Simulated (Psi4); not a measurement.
**AlFH (SMILES [F][AlH]), step by step**

Aim: a geometry optimisation (U-r2SCAN-3c/def2-mTZVPP), then the harmonic vibrations, then the energy (UCCSD(T)/cc-pVTZ) of AlFH. 

The results are computed with Psi4 1.11.

**1. The molecule**

AlFH: 3 atoms, total charge 0, spin state doublet. SMILES: `[F][AlH]`. The start is not the relaxed shape. The run starts from this shape.

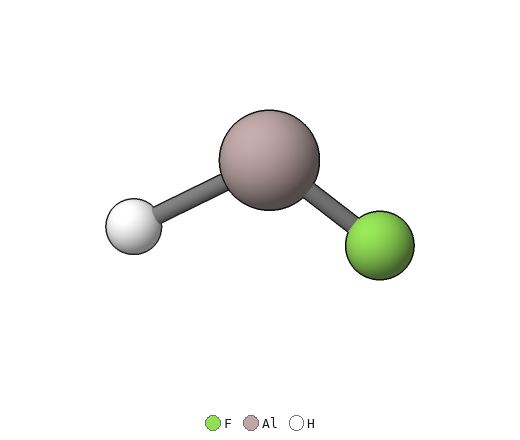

The structure, seen from a chosen angle (fluorine green, aluminium light grey, hydrogen white).

**2. A geometry optimisation at U-r2SCAN-3c/def2-mTZVPP (density fitting) (run 1)**

input.dat reads:

```
memory 1.6 GB

molecule {
  0 2
  F
  Al 1 1.468145
  H 2 1.667226 1 114.93099
  symmetry c1
}

set globals {
  reference    uks
  geom_maxiter 60
}

opt("r2scan-3c")
```

Launch:

```
$ psi4 -i input.dat -o output.dat -n 1
```

output.dat:

```text
Psi4 1.11 release

gradient() will perform analytic gradient computation.

   => Loading Basis Set <=

    Name: DEF2-MTZVPP
    Role: ORBITAL
    Keyword: BASIS

   => R2SCAN3C: Empirical Dispersion <=

        a1 =       0.420000
        a2 =       5.650000
       alp =      16.000000
        s6 =       1.000000
        s8 =       0.000000
        s9 =       2.000000
        ga =       2.000000
        gc =       1.000000
        wf =       6.000000

         ---------------------------------------------------------
                                   SCF
                              UKS Reference
                        1 Threads,   1525 MiB Core
         ---------------------------------------------------------

  ==> Geometry <==

[... 220 lines left out ...]
    DFT Exchange-Correlation Energy =     -29.5286569398103715
[... 351 lines left out ...]
 Dipole Z            :          0.0000000            0.0000000            0.0000000
[... 408 lines left out ...]
    Weights Tolerance      =       1.00E-15
[... 275 lines left out ...]
   @DF-UKS iter   5:  -342.86978773464153   -9.85892e-10   2.07738e-07 DIIS
[... 257 lines left out ...]
   @S   Expected:                5.000000000E-01
[... 259 lines left out ...]
    Empirical Dispersion Energy =           0.0000304317678074
[... 375 lines left out ...]
	  Convergence Criteria     1.00e-06 *    3.00e-04 *             o    1.20e-03 *             o
[... 4 lines left out ...]
Next Geometry in Ang
	Fragment 1 (Ang)

	    F  -0.0311588971   1.0077068365   0.0000000000
	   Al  -0.0312027744  -0.6592906918   0.0000000000
	    H   1.4224113320  -1.3463024019   0.0000000000

    Final optimized geometry and variables:
    Molecular point group: c1
    Full point group: Cs

    Geometry (in Angstrom), charge = 0, multiplicity = 2:

    F
    AL            1    1.666923
    H             2    1.607785      1  115.299069

    Psi4 run time: 0:00:22.30

[set-up sections that repeat, and orbital energies of the middle runs, are left out above]
```

On the terminal:

```text
Optimizer: Optimization complete!
```

It took 23 s on 1 thread of AMD EPYC 9R45 (Zen 5), shared host; peak memory 0.45 GiB.

Step by step:

```tsv
step	energy from the first frame kept (eV)	largest force (eV/Å)
0	0.0000	9.7883
1	-0.6636	3.2663
2	-0.7788	1.1648
3	-0.7961	0.4802
4	-0.7991	0.2111
5	-0.7996	0.0973
6	-0.7997	0.0287
7	-0.7997	0.0104
```

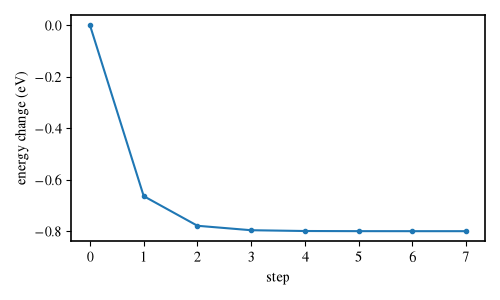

Energy along the run.

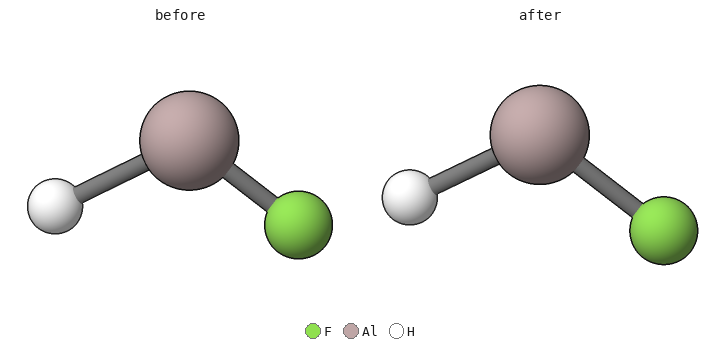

Before and after, at one scale.

After the run. Bond lengths: F1–Al2 1.667 Å, Al2–H3 1.608 Å. Angles: F1–Al2–H3 115.3°.

**3. Vibrational wavenumbers at U-r2SCAN-3c/def2-mTZVPP (density fitting) (run 2)**

alfh.in reads:

```
memory 1.6 GB

molecule {
  0 2
  F      0.960085     0.891972     0.583601
  Al    -0.420867     0.370976    -0.191102
  H     -0.477218    -1.203873    -0.509927
  symmetry c1
}

set reference uks
set t 298.15
set rotational_symmetry_number 1

e = frequency('r2scan-3c')
print_variables()
```

Launch:

```
$ psi4 -i alfh.in -o alfh.out -n 1
```

alfh.out:

```text
Psi4 1.11 release

         ----------------------------------------------------------
                                   FINDIF
         ----------------------------------------------------------

[... 487 lines left out ...]
   @DF-UKS iter   6:  -342.86981002575646   -1.81191e-05   2.02871e-05 DIIS
[... 411 lines left out ...]
   @DF-UKS iter   6:  -342.86981009094023   -1.81698e-05   2.03233e-05 DIIS
[... 411 lines left out ...]
   @DF-UKS iter   6:  -342.86980981351098   -1.81778e-05   2.03145e-05 DIIS
[... 395 lines left out ...]
   @DF-UKS iter   6:  -342.86981018685225   -1.82193e-05   2.03582e-05 DIIS
[... 395 lines left out ...]
   @DF-UKS iter   7:  -342.86980986649309   -1.00673e-06   9.92548e-06 DIIS
[... 411 lines left out ...]
   @DF-UKS iter   7:  -342.86981084133225   -1.02814e-06   1.00062e-05 DIIS
[... 482 lines left out ...]
  "SCF DIPOLE"                            =>      -0.668202194889 ... -0.000000000000 1 by 3
[... 3 lines left out ...]
    Psi4 run time: 0:00:46.17

[set-up sections that repeat, and orbital energies of the middle runs, are left out above]
```

Standard output:

```text
Warning: used thermodynamics relations inappropriate for low-frequency modes: ['579.5737']
```

Run time: 47 s. Hardware: 1 thread of AMD EPYC 9R45 (Zen 5), shared host; peak memory 0.44 GiB.

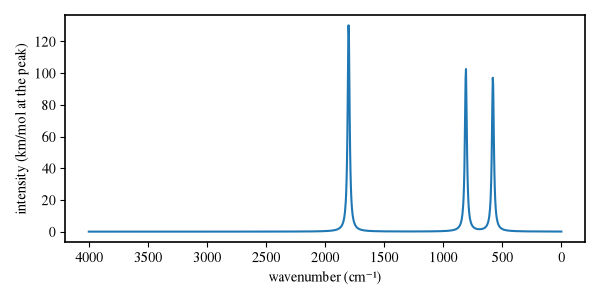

Harmonic infrared spectrum, unscaled, lines broadened by 10 cm⁻¹.

**4. A single-point energy at UCCSD(T)/cc-pVTZ (run 3)**

run.py reads:

```python
import psi4

psi4.set_memory('1600 MB')
psi4.set_num_threads(1)
psi4.core.set_output_file('run.log', False)

m = psi4.geometry("""
0 2
F
Al 1 1.666922
H 2 1.607785 1 115.29907
""")

psi4.set_options({
    'reference': 'uhf',
    'scf_type': 'pk',
    'freeze_core': True,
})

E, wfn = psi4.energy("ccsd(t)/cc-pVTZ", return_wfn=True)
print('E =', round(E, 9))
```

Launch:

```
$ python run.py
```

run.log:

```text
=> Loading Basis Set <=

    Name: CC-PVTZ
    Role: ORBITAL
    Keyword: BASIS

         ---------------------------------------------------------
                                   SCF
                              UHF Reference
                        1 Threads,   1525 MiB Core
         ---------------------------------------------------------

  ==> Geometry <==

    Molecular point group: cs
    Full point group: Cs

    Geometry (in Angstrom), charge = 0, multiplicity = 2:

[... 89 lines left out ...]
   @UHF iter   3:  -342.02126926036146   -2.33825e-02   3.45367e-04 DIIS/ADIIS
[... 7 lines left out ...]
   @UHF iter  11:  -342.02208215508909   -7.51697e-10   8.09510e-08 DIIS
[... 10 lines left out ...]
   @S   Observed:                5.000000000E-01
[... 74 lines left out ...]
 Dipole Y            :          0.9245980           -1.6013355           -0.6767375
[... 146 lines left out ...]
	Two-electron (BB) energy     =      4.96036222498426
[... 118 lines left out ...]
    Same-spin MP2 correlation energy          =   -0.076733085522417
[... 8 lines left out ...]
      * CCSD total energy                     = -342.345230212008516
[... 10 lines left out ...]
    Nuclear Rep. energy (wfn)                =   43.142742706615223
    SCF energy          (wfn)                = -342.022082155154294
    Reference energy    (file100)            = -342.022082155154806
    CCSD energy         (file100)            =   -0.323148056853696
    Total CCSD energy   (file100)            = -342.345230212008516

    Number of ijk index combinations:
    Spin Case AAA:                                  20
    Spin Case BBB:                                  10
    Spin Case AAB:                                  75
    Spin Case ABB:                                  60
    AAA (T) energy                             =   -0.000243023401673
    BBB (T) energy                             =   -0.000206602445720
    AAB (T) energy                             =   -0.004585838109483
    ABB (T) energy                             =   -0.003953312777621
    (T) energy                                   =   -0.008988776734497
      * CCSD(T) total energy                     = -342.354218988743014
```

On the terminal:

```text
E = -342.354218989
```

It took 9.6 s on 1 thread of AMD EPYC 9R45 (Zen 5), shared host; peak memory 0.46 GiB.

**5. Outcome**

| quantity | value |
| --- | --- |
| run 1, U-r2SCAN-3c/def2-mTZVPP: total energy at the end | -342.86981 Eh |
| run 1, U-r2SCAN-3c/def2-mTZVPP: dipole moment | 1.71 D |
| run 1, U-r2SCAN-3c/def2-mTZVPP: HOMO energy (highest over α and β) | -5.35 eV |
| run 1, U-r2SCAN-3c/def2-mTZVPP: LUMO energy (lowest over α and β) | -2.96 eV |
| run 1, U-r2SCAN-3c/def2-mTZVPP: ⟨S²⟩ | 0.754 |
| run 2, U-r2SCAN-3c/def2-mTZVPP: lowest harmonic wavenumber | 580 cm⁻¹ |
| run 2, U-r2SCAN-3c/def2-mTZVPP: highest harmonic wavenumber | 1801 cm⁻¹ |
| run 2, U-r2SCAN-3c/def2-mTZVPP: zero-point energy | 19.1 kJ/mol |
| run 2, U-r2SCAN-3c/def2-mTZVPP: ideal-gas entropy at 298.15 K (symmetry number 1 as used) | 58.8 cal/(mol K) |
| run 3, UCCSD(T)/cc-pVTZ: total energy | -342.35422 Eh |
| run 3, UCCSD(T)/cc-pVTZ: HOMO energy (Hartree–Fock orbitals) (highest over α and β) | -8.90 eV |
| run 3, UCCSD(T)/cc-pVTZ: LUMO energy (Hartree–Fock orbitals) (lowest over α and β) | 0.71 eV |
| run 3, UCCSD(T)/cc-pVTZ: correlation energy (6 core orbitals frozen) | -332.1 mEh |
| run 3, UCCSD(T)/cc-pVTZ: (T) correction | -8.99 mEh |
| run 3, UCCSD(T)/cc-pVTZ: ⟨S²⟩ | 0.758 |
| run 3, UCCSD(T)/cc-pVTZ: T1 diagnostic | 0.023 |

In words: The optimisation (run 1, U-r2SCAN-3c/def2-mTZVPP) took 8 steps and changed the energy by -0.800 eV. All 3 modes are real, so the shape is a minimum at this level. The triples (run 3, UCCSD(T)/cc-pVTZ) make up 2.7 % of the correlation energy.
